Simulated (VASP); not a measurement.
# CoSi2 with PBE + U: from relaxation to properties, part 5 of 8

Wanted: the relaxed cell of CoSi2 and its properties. The start is a cell from a database of measured crystal structures.

VASP 6.6.1, plane waves and PAW; the level of theory is named at each step.

Still holding for the runs below: This run allows spin, but its moments start at zero, where symmetry between the spins tends to hold them, although Co can carry a moment. Its electron count is odd, so without a moment it is a metal by construction. The k-mesh is coarse for a metal. A U on the itinerant d states of such a compound is hard to justify; it moves the bands at the Fermi level.

So far. Step 6 (Relaxing cell and atoms (PBE + U)): It ends with forces that vanish by symmetry and a pressure of -0.08 GPa. Step 7 (Second relaxation): It ends with forces that vanish by symmetry and a pressure of -0.09 GPa. The volume moved by under 0.01 %: the run met its threshold at the first step. The relaxed cell has a = 5.309 Å (conventional setting).

### Step 8. Density, ELF and potential (PBE + U)

Level of this step: PBE, DFT+U (Co d 4 eV), zero-moment start; plane waves and PAW (Co, Si) (VASP).

The relaxed cell gets a fresh self-consistent run, on a basis set for its own volume, to fix the density and to check the remaining stress.

File INCAR:

```
SYSTEM = CoSi2
PREC = Accurate
ENCUT = 400
EDIFF = 1E-06
NELM = 100
ISMEAR = 0
SIGMA = 0.05
LREAL = .FALSE.
ALGO = Normal
GGA = PE
NBANDS = 16
ISPIN = 2
MAGMOM = 0 -0 -0
LDAU = .TRUE.
LDAUTYPE = 2
LDAUL = 2 -1
LDAUU = 4 0
LDAUJ = 0 0
LDAUPRINT = 1
LASPH = .TRUE.
LMAXMIX = 4
LORBIT = 11
LWAVE = .FALSE.
LCHARG = .TRUE.
ISIF = 2
LELF = .TRUE.
LVHAR = .TRUE.
```

File POSCAR:

```
CoSi2
1.0
    0.0000000000      2.6544471679      2.6544471679
    2.6544471679      0.0000000000      2.6544471679
    2.6544471679      2.6544471679      0.0000000000
Co Si
1 2
Direct
    0.0000000000      0.0000000000      0.0000000000
    0.2500000000      0.2500000000      0.2500000000
    0.7500000000      0.7500000000      0.7500000000
```

File KPOINTS:

```
Automatic mesh
0
Gamma
6 6 6
0 0 0
```

The projector-augmented-wave data sets are Co and Si (PBE family, release 64).

Started as:

```bash
mpirun -np 8 vasp_std
```

The log of the run:

```text
[banner, memory and clock lines left out]
running    8 mpi-ranks, on    1 nodes
 distrk:  each k-point on    8 cores,    1 groups
 distr:  one band on    1 cores,    8 groups

 POSCAR found type information on POSCAR CoSi
 POSCAR found :  2 types and       3 ions
 [... a notice as in an earlier step ...]

 LDA part: xc-table for (Slater+PW92), standard interpolation
 POSCAR, INCAR and KPOINTS ok, starting setup
 FFT: planning ... GRIDC
 FFT: planning ... GRID_SOFT
 FFT: planning ... GRID
 WAVECAR not read
 entering main loop
       N       E                     dE             d eps       ncg     rms          rms(c)
DAV:   1     0.557866326776E+02    0.55787E+02   -0.56465E+03  1056   0.819E+02
DAV:   2    -0.140260569342E+02   -0.69813E+02   -0.62595E+02  1144   0.182E+02
DAV:   3    -0.165447819234E+02   -0.25187E+01   -0.24861E+01  1352   0.400E+01
DAV:   4    -0.165847515153E+02   -0.39970E-01   -0.39962E-01  1160   0.483E+00
DAV:   5    -0.165859059066E+02   -0.11544E-02   -0.11544E-02  1344   0.855E-01    0.131E+01
DAV:   6    -0.178038245564E+02   -0.12179E+01   -0.10362E+01  1088   0.678E+01    0.107E+01
DAV:   7    -0.158838392781E+02    0.19200E+01   -0.50086E+00  1264   0.544E+01    0.430E+00
DAV:   8    -0.158204846757E+02    0.63355E-01   -0.29810E-01  1176   0.473E+00    0.754E-01
[... 1 cycle as in an earlier step ...]
DAV:  10    -0.158194045909E+02   -0.94790E-03   -0.29871E-03  1144   0.591E-01    0.162E-01
DAV:  11    -0.158193500196E+02    0.54571E-04   -0.24483E-04  1336   0.229E-01    0.395E-02
DAV:  12    -0.158193581040E+02   -0.80844E-05   -0.17529E-05  1096   0.357E-02    0.123E-02
DAV:  13    -0.158193579417E+02    0.16230E-06   -0.32379E-06  1208   0.160E-02
   1 F= -.15819358E+02 E0= -.15817793E+02  d E =-.313069E-02  mag=     0.0000
```

It took 13 s on 8 MPI ranks of Intel Xeon Platinum 8259CL at 2.50GHz (Skylake/Cascade Lake), shared host; peak memory 0.83 GiB.

OUTCAR, selected parts (step 8):

```text
   NELECT =      17.0000    total number of electrons

atom =   1  type =  1  l = 2

 onsite density matrix

spin component  1

  0.7505  0.0000 -0.0000  0.0000 -0.0000
  0.0000  0.7505  0.0000  0.0000 -0.0000
 -0.0000  0.0000  0.8389 -0.0000  0.0000
  0.0000  0.0000 -0.0000  0.7505  0.0000
 -0.0000 -0.0000  0.0000  0.0000  0.8389

spin component  2

 occupancies and eigenvectors

  o =  0.7505  v =  1.0000  0.0000  0.0000  0.0000  0.0000  0.0000  0.0000  0.0000  0.0000  0.0000      0.0000  0.0000  0.0000  0.0000  0.0000  0.0000  0.0000  0.0000  0.0000  0.0000
  o =  0.7505  v =  0.0000 -0.0268 -0.0000  0.9996  0.0000  0.0000  0.0000  0.0000  0.0000  0.0000      0.0000  0.0000  0.0000  0.0000  0.0000  0.0000  0.0000  0.0000  0.0000  0.0000
  o =  0.7505  v =  0.0000 -0.9996 -0.0000 -0.0268 -0.0000  0.0000  0.0000  0.0000  0.0000  0.0000      0.0000  0.0000  0.0000  0.0000  0.0000  0.0000  0.0000  0.0000  0.0000  0.0000
  o =  0.7505  v =  0.0000  0.0000  0.0000  0.0000  0.0000  0.0000 -0.9876  0.0000 -0.1570  0.0000      0.0000  0.0000  0.0000  0.0000  0.0000  0.0000  0.0000  0.0000  0.0000  0.0000
  o =  0.7505  v =  0.0000  0.0000  0.0000  0.0000  0.0000  1.0000  0.0000  0.0000  0.0000  0.0000      0.0000  0.0000  0.0000  0.0000  0.0000  0.0000  0.0000  0.0000  0.0000  0.0000
  o =  0.7505  v =  0.0000  0.0000  0.0000  0.0000  0.0000  0.0000  0.1570 -0.0000 -0.9876  0.0000      0.0000  0.0000  0.0000  0.0000  0.0000  0.0000  0.0000  0.0000  0.0000  0.0000
  o =  0.8389  v =  0.0000  0.0000 -0.9885 -0.0000  0.1515  0.0000  0.0000  0.0000  0.0000  0.0000      0.0000  0.0000  0.0000  0.0000  0.0000  0.0000  0.0000  0.0000  0.0000  0.0000
  o =  0.8389  v =  0.0000 -0.0000  0.1515 -0.0000  0.9885  0.0000  0.0000  0.0000  0.0000  0.0000      0.0000  0.0000  0.0000  0.0000  0.0000  0.0000  0.0000  0.0000  0.0000  0.0000
  o =  0.8389  v =  0.0000  0.0000  0.0000  0.0000  0.0000  0.0000 -0.0000 -0.9997  0.0000 -0.0254      0.0000  0.0000  0.0000  0.0000  0.0000  0.0000  0.0000  0.0000  0.0000  0.0000
  o =  0.8389  v =  0.0000  0.0000  0.0000  0.0000  0.0000  0.0000  0.0000 -0.0254  0.0000  0.9997      0.0000  0.0000  0.0000  0.0000  0.0000  0.0000  0.0000  0.0000  0.0000  0.0000

 E-fermi :  10.4173

  Total       -0.0209574     -0.0209574     -0.0209574      0.0000000     -0.0000000      0.0000000
  in kB       -0.8976276     -0.8976276     -0.8976276      0.0000000     -0.0000000      0.0000000
  external PRESSURE =      -0.8976276 kB  Pullay stress =       0.0000000 kB

 POSITION                                       TOTAL-FORCE (eV/Angst)
 -----------------------------------------------------------------------------------
      0.00000      0.00000      0.00000        -0.000000      0.000000     -0.000000
      1.32722      1.32722      1.32722         0.000000      0.000000      0.000000
      3.98167      3.98167      3.98167        -0.000000     -0.000000     -0.000000
 -----------------------------------------------------------------------------------
    total drift:                               -0.000000      0.000000      0.000000

  FREE ENERGIE OF THE ION-ELECTRON SYSTEM (eV)
  ---------------------------------------------------
  free  energy   TOTEN  =       -15.8193579417 eV

  energy  without entropy=      -15.8162272517  energy(sigma->0) =      -15.81779260

[... 21 parts as in an earlier step ...]

[... 2 further parts left out ...]
```

With spin, VASP writes an ELF for each channel.

Numbers from this step:

```
SCF cycles : 13
```

Valence electrons inside each PAW sphere by angular momentum. Sphere charges, by row:

| atom | s (e) | p (e) | d (e) | tot (e) |
| --- | --- | --- | --- | --- |
| Co1 | 0.536 | 0.724 | 7.812 | 9.073 |
| Si2 | 0.715 | 0.884 | 0 | 1.599 |
| Si3 | 0.715 | 0.884 | 0 | 1.599 |

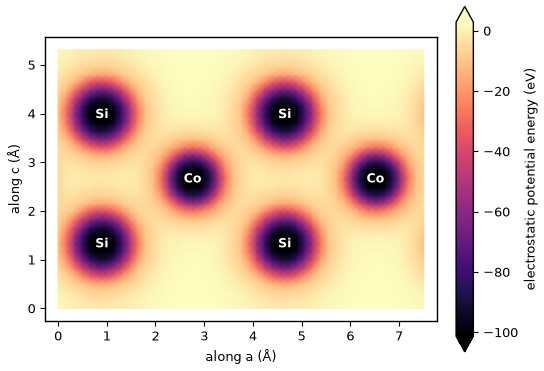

Electrostatic potential energy in the ac plane of a cell with a along [110], b along [-110] and c along [001] of the cube at fractional y = 0.000, with atoms of Co and Si within 0.2 Å of it. With pseudopotentials it is smooth inside the atoms' cores, unlike the true potential. The map starts off the cell's origin, so that atoms lie inside it.

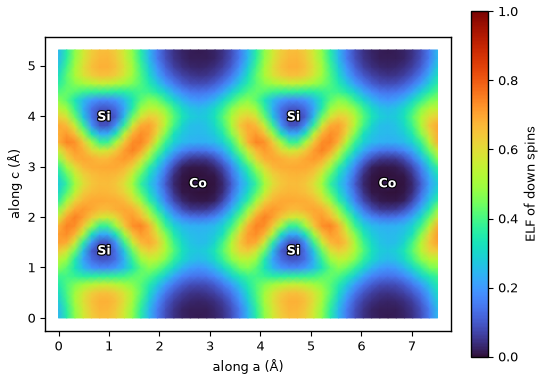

ELF of down spins in the ac plane of a cell with a along [110], b along [-110] and c along [001] of the cube at fractional y = 0.000, with atoms of Co and Si within 0.2 Å of it. It is the smooth field of the valence electrons, not physical close to the nuclei. The map starts off the cell's origin, so that atoms lie inside it.

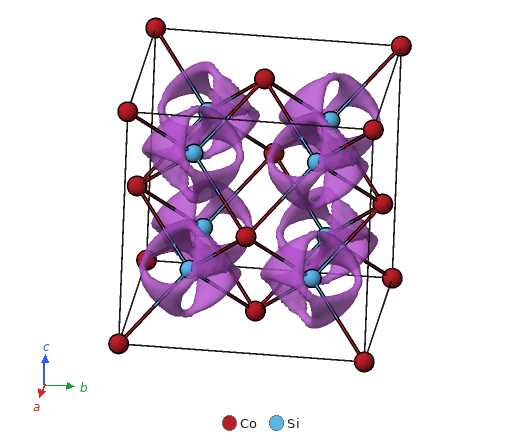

Surface of ELF of down spins = 0.68.

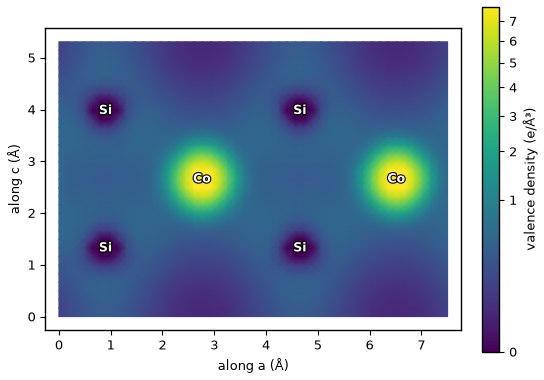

Valence density in the ac plane of a cell with a along [110], b along [-110] and c along [001] of the cube at fractional y = 0.000, with atoms of Co and Si within 0.2 Å of it. It is the smooth field of the valence electrons, not physical close to the nuclei. The map starts off the cell's origin, so that atoms lie inside it. The colour scale is stretched toward low values.

In this run the pressure is -0.09 GPa, small enough to go on.

### Step 9. Bands along the symmetry lines (PBE + U)

The mesh alone shows little of the dispersion and can miss band extrema, so KPOINTS_OPT adds a path through the symmetry points after the self-consistent cycle.

Changes to INCAR since step 8:

```diff
@@ -10,3 +10,3 @@
 GGA = PE
-NBANDS = 16
+NBANDS = 23
 ISPIN = 2
@@ -23,5 +23,3 @@
 LWAVE = .FALSE.
-LCHARG = .TRUE.
-ISIF = 2
-LELF = .TRUE.
-LVHAR = .TRUE.
+LCHARG = .FALSE.
+KPAR = 8
```

POSCAR is that of step 8.

KPOINTS is that of step 8.

File KPOINTS_OPT:

```
Line mode
16
Line-mode
Reciprocal
  0.00000000   0.00000000   0.00000000 GAMMA
  0.50000000   0.00000000   0.50000000 X

  0.50000000   0.00000000   0.50000000 X
  0.50000000   0.25000000   0.75000000 W

  0.50000000   0.25000000   0.75000000 W
  0.37500000   0.37500000   0.75000000 K

  0.37500000   0.37500000   0.75000000 K
  0.00000000   0.00000000   0.00000000 GAMMA

  0.00000000   0.00000000   0.00000000 GAMMA
  0.50000000   0.50000000   0.50000000 L

  0.50000000   0.50000000   0.50000000 L
  0.62500000   0.25000000   0.62500000 U

  0.62500000   0.25000000   0.62500000 U
  0.50000000   0.25000000   0.75000000 W

  0.50000000   0.25000000   0.75000000 W
  0.50000000   0.50000000   0.50000000 L

  0.50000000   0.50000000   0.50000000 L
  0.37500000   0.37500000   0.75000000 K

  0.62500000   0.25000000   0.62500000 U
  0.50000000   0.00000000   0.50000000 X
```

Started as:

```bash
mpirun -np 8 vasp_std
```

The log of the run:

```text
[... set-up lines as in an earlier step ...]
 entering main loop
       N       E                     dE             d eps       ncg     rms          rms(c)
DAV:   1     0.632231914091E+02    0.63223E+02   -0.52984E+03  1520   0.571E+02
DAV:   2    -0.122760172742E+02   -0.75499E+02   -0.65009E+02  1710   0.153E+02
DAV:   3    -0.165267346814E+02   -0.42507E+01   -0.41143E+01  1773   0.382E+01
DAV:   4    -0.165843928068E+02   -0.57658E-01   -0.57604E-01  1712   0.420E+00
DAV:   5    -0.165858935303E+02   -0.15007E-02   -0.15007E-02  1802   0.669E-01    0.131E+01
DAV:   6    -0.178243780137E+02   -0.12385E+01   -0.64724E+00  1703   0.472E+01    0.107E+01
DAV:   7    -0.158946774560E+02    0.19297E+01   -0.31548E+00  1724   0.375E+01    0.432E+00
DAV:   8    -0.158182951918E+02    0.76382E-01   -0.17769E-01  1852   0.351E+00    0.576E-01
DAV:   9    -0.158185110558E+02   -0.21586E-03   -0.91753E-03  2255   0.805E-01    0.365E-01
DAV:  10    -0.158193498912E+02   -0.83884E-03   -0.13268E-03  1701   0.301E-01    0.821E-02
DAV:  11    -0.158193500457E+02   -0.15445E-06   -0.93481E-05  2005   0.885E-02    0.238E-02
DAV:  12    -0.158193575518E+02   -0.75062E-05   -0.72569E-06  1685   0.187E-02    0.122E-02
DAV:  13    -0.158193581299E+02   -0.57807E-06   -0.24609E-06  1703   0.113E-02
   1 F= -.15819358E+02 E0= -.15817793E+02  d E =-.313073E-02  mag=     0.0000
 Start KPOINTS_OPT (optional k-point list driver)
k-point batch [1-16\160]
       N       E                     dE             ncg
DAV:   1     0.292026441039E+04   -0.15416E+04     1472
DAV:   2     0.176084433120E+04   -0.11594E+04     1738
DAV:   3     0.169752049401E+04   -0.63324E+02     1759
DAV:   4     0.169668345896E+04   -0.83704E+00     1728
DAV:   5     0.169666081822E+04   -0.22641E-01     1755
DAV:   6     0.169665965394E+04   -0.11643E-02     2125
DAV:   7     0.169665963900E+04   -0.14947E-04     1744
DAV:   8     0.169665963827E+04   -0.72349E-06     1282
[...]
k-point batch [145-160\160]
       N       E                     dE             ncg
DAV:   1     0.272719459924E+04   -0.65963E+04     1496
DAV:   2     0.159189500309E+04   -0.11353E+04     1724
DAV:   3     0.153032513083E+04   -0.61570E+02     1720
DAV:   4     0.152945428099E+04   -0.87085E+00     1836
DAV:   5     0.152942988807E+04   -0.24393E-01     1768
DAV:   6     0.152942856299E+04   -0.13251E-02     2081
DAV:   7     0.152942854988E+04   -0.13105E-04     1849
DAV:   8     0.152942854914E+04   -0.73782E-06     1377
```

Elapsed: 24 s, on 8 MPI ranks; peak memory 1.3 GiB.

From OUTCAR (step 9):

```text
   k-points           NKPTS =     16   k-points in BZ     NKDIM =     16   number of bands    NBANDS=     23

   NELECT =      17.0000    total number of electrons

atom =   1  type =  1  l = 2

 onsite density matrix

spin component  1

  0.7505  0.0000  0.0000  0.0000 -0.0000
  0.0000  0.7505 -0.0000  0.0000 -0.0000
  0.0000 -0.0000  0.8388  0.0000 -0.0000
  0.0000  0.0000  0.0000  0.7505 -0.0000
 -0.0000 -0.0000 -0.0000 -0.0000  0.8388

spin component  2

 occupancies and eigenvectors

  o =  0.7505  v =  0.0000 -0.9968 -0.0000  0.0796 -0.0000  0.0000  0.0000  0.0000  0.0000  0.0000      0.0000  0.0000  0.0000  0.0000  0.0000  0.0000  0.0000  0.0000  0.0000  0.0000
  o =  0.7505  v =  0.0000 -0.0796  0.0000 -0.9968 -0.0000  0.0000  0.0000  0.0000  0.0000  0.0000      0.0000  0.0000  0.0000  0.0000  0.0000  0.0000  0.0000  0.0000  0.0000  0.0000
  o =  0.7505  v =  1.0000  0.0000  0.0000  0.0000  0.0000  0.0000  0.0000  0.0000  0.0000  0.0000      0.0000  0.0000  0.0000  0.0000  0.0000  0.0000  0.0000  0.0000  0.0000  0.0000
  o =  0.7505  v =  0.0000  0.0000  0.0000  0.0000  0.0000  0.0000  0.8508 -0.0000 -0.5255  0.0000      0.0000  0.0000  0.0000  0.0000  0.0000  0.0000  0.0000  0.0000  0.0000  0.0000
  o =  0.7505  v =  0.0000  0.0000  0.0000  0.0000  0.0000  1.0000  0.0000  0.0000  0.0000  0.0000      0.0000  0.0000  0.0000  0.0000  0.0000  0.0000  0.0000  0.0000  0.0000  0.0000
  o =  0.7505  v =  0.0000  0.0000  0.0000  0.0000  0.0000  0.0000 -0.5255 -0.0000 -0.8508 -0.0000      0.0000  0.0000  0.0000  0.0000  0.0000  0.0000  0.0000  0.0000  0.0000  0.0000
  o =  0.8388  v =  0.0000  0.0000  0.0000  0.0000  0.0000  0.0000 -0.0000  0.4996 -0.0000  0.8662      0.0000  0.0000  0.0000  0.0000  0.0000  0.0000  0.0000  0.0000  0.0000  0.0000
  o =  0.8388  v =  0.0000  0.0000  0.0000  0.0000  0.0000  0.0000  0.0000  0.8662 -0.0000 -0.4996      0.0000  0.0000  0.0000  0.0000  0.0000  0.0000  0.0000  0.0000  0.0000  0.0000
  o =  0.8388  v =  0.0000  0.0000  0.3382  0.0000 -0.9411  0.0000  0.0000  0.0000  0.0000  0.0000      0.0000  0.0000  0.0000  0.0000  0.0000  0.0000  0.0000  0.0000  0.0000  0.0000
  o =  0.8388  v =  0.0000 -0.0000  0.9411  0.0000  0.3382  0.0000  0.0000  0.0000  0.0000  0.0000      0.0000  0.0000  0.0000  0.0000  0.0000  0.0000  0.0000  0.0000  0.0000  0.0000

 E-fermi :  10.4174

 spin component 1
 k-point     1 :       0.0000    0.0000    0.0000
  band No.  band energies     occupation
    ...
      2       5.9855      1.00000
      3       5.9855      1.00000
      4       5.9855      1.00000
      5       7.8595      1.00000
      6       7.8595      1.00000
      7      11.3911      0.00000
      8      13.8058      0.00000
      9      13.8058      0.00000
     10      13.8058      0.00000
     11      13.9790      0.00000
    ...

 k-point     2 :       0.1667    0.0000    0.0000
  band No.  band energies     occupation
    ...
      2       5.1063      1.00000
      3       6.1314      1.00000
      4       6.1314      1.00000
      5       7.7758      1.00000
      6       7.7758      1.00000
      7      10.5232      0.00139
      8      12.3877      0.00000
      9      12.3877      0.00000
     10      12.3905      0.00000
     11      14.7601      0.00000
    ...

  Total       -0.0284616     -0.0284616     -0.0284616     -0.0000000     -0.0000000     -0.0000000
  in kB       -1.2190411     -1.2190411     -1.2190411     -0.0000000     -0.0000000     -0.0000000
  external PRESSURE =      -1.2190411 kB  Pullay stress =       0.0000000 kB

 POSITION                                       TOTAL-FORCE (eV/Angst)
 -----------------------------------------------------------------------------------
      0.00000      0.00000      0.00000         0.000000     -0.000000      0.000000
      1.32722      1.32722      1.32722        -0.000000     -0.000000     -0.000000
      3.98167      3.98167      3.98167         0.000000      0.000000      0.000000
 -----------------------------------------------------------------------------------
    total drift:                               -0.000000      0.000000      0.000000

  FREE ENERGIE OF THE ION-ELECTRON SYSTEM (eV)
  ---------------------------------------------------
  free  energy   TOTEN  =       -15.8193581299 eV

  energy  without entropy=      -15.8162273995  energy(sigma->0) =      -15.81779276

 magnetization (x)
# of ion       s       p       d       tot
------------------------------------------
    1        0.000   0.000   0.000   0.000
    2        0.000   0.000   0.000   0.000
    3        0.000   0.000   0.000   0.000
--------------------------------------------------
tot          0.000   0.000   0.000   0.000

[... 8 parts as in an earlier step ...]

[... 10 further parts left out ...]
```

Numbers from this step:

* bands: 23
* pressure: -0.1219 GPa

Both spin channels agree. Electronic bands along the path, in eV, zero at the Fermi level; # counts the bands kept:

| point | #6 | #7 | #8 | #9 | #10 | #11 | #12 | #13 |
| --- | --- | --- | --- | --- | --- | --- | --- | --- |
| Γ | -2.56 | 0.97 | 3.39 | 3.39 | 3.39 | 3.56 | 3.56 | 3.56 |
| X | -2.33 | -2.30 | -2.30 | -1.99 | 1.51 | 2.77 | 8.56 | 9.76 |
| W | -2.57 | -2.30 | -2.06 | -1.16 | 3.66 | 3.66 | 5.82 | 6.69 |
| K | -2.58 | -2.08 | -1.69 | -1.45 | 1.88 | 4.97 | 5.86 | 7.79 |
| Γ | -2.56 | 0.97 | 3.39 | 3.39 | 3.39 | 3.56 | 3.56 | 3.56 |
| L | -2.17 | -2.17 | -0.45 | -0.45 | 2.73 | 3.29 | 3.29 | 4.54 |
| U | -2.58 | -2.08 | -1.69 | -1.45 | 1.88 | 4.97 | 5.86 | 7.79 |
| W | -2.57 | -2.30 | -2.06 | -1.16 | 3.66 | 3.66 | 5.82 | 6.69 |
| L | -2.17 | -2.17 | -0.45 | -0.45 | 2.73 | 3.29 | 3.29 | 4.54 |
| K | -2.58 | -2.08 | -1.69 | -1.45 | 1.88 | 4.97 | 5.86 | 7.79 |
| jump to U | -2.58 | -2.08 | -1.69 | -1.45 | 1.88 | 4.97 | 5.86 | 7.79 |
| X | -2.33 | -2.30 | -2.30 | -1.99 | 1.51 | 2.77 | 8.56 | 9.76 |

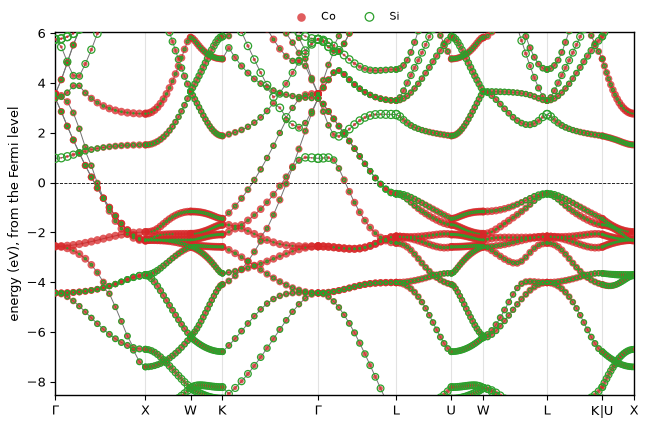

Electronic bands along the path; dots are coloured as in the legend, and their area grows with the weight.

There is no gap at this level.

Of the bands kept, 3 cross the Fermi level on this path.

(Continued in part 6 of 8.)

[Lines on the potential files, build, host, timing and source positions are cut from VASP's logs without a mark.]

[Logs are printed without paths, hosts, clocks, repeated set-up lines and the standing remarks that a program may print on its own settings, such as how far it seeks lower states.]

[Hosts, paths, dates, database ids (printed as entryN), source tags and the programs' standing remarks are cut or masked in the printed files.]

[A measured line is paired with the nearest computed mode of its activity, which favours agreement.]
